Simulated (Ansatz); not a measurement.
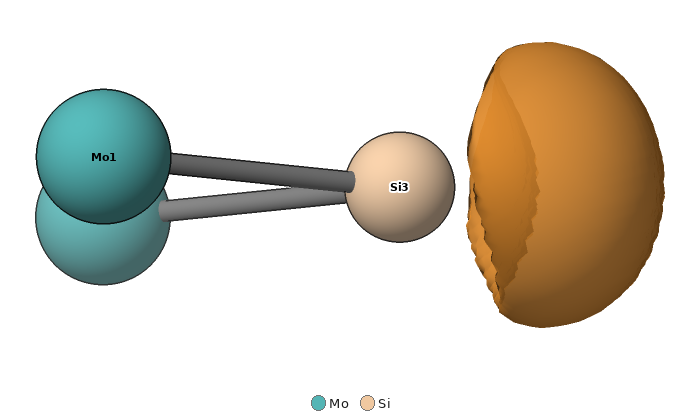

*Mo2Si (triplet). Isosurface of the electron localisation function at 0.9 (orange), seen from one side. Only the valence region is drawn (cores and ρ < 0.01 e/Å³ removed).*

Geometry: r2SCAN-D4/def2-TZVP; ⟨S²⟩ = 2.33, above the pure value of 2.00; core potentials replace the inner electrons of Mo.

Theory: UKS PBE0-D4/def2-TZVP in Ansatz.

The calculation's input:

```
crystal:
  periodic: [false, false, false]
  atoms:
    - {symbol: Mo, position_ang: [0.293592, -0.370587, -1.184784]}
    - {symbol: Mo, position_ang: [-1.222341, -0.248263, 0.271177]}
    - {symbol: Si, position_ang: [0.928749, 0.618859, 0.913606]}
basis:
  gaussian: {orbitals: def2-TZVP, initial_orbitals: start.molden}
magnetization: {spin_polarized: true, initial_magnetization: 2}
hamiltonian: {xc: pbe0, dispersion: d4}
output: {orbitals: {seedname: orbitals}}
```

Run with:

```sh
ansatz run in.yaml --threads 4 --pin off --events-out ev --progress --plain --max-ram 3916MiB
```

> Describe the localisation domains.

The ELF exceeds this value in one lobe on Si, pointing away from the bonds (non-bonding electrons).

Values along the shortest contacts:
Mo–Mo (2.11 Å): the ELF is about 0.40 at the midpoint. Si–Mo (2.41 Å): the ELF peaks at about 0.60 in the valence shell of Si, 1.0 Å from its nucleus, and is about 0.45 at the midpoint.
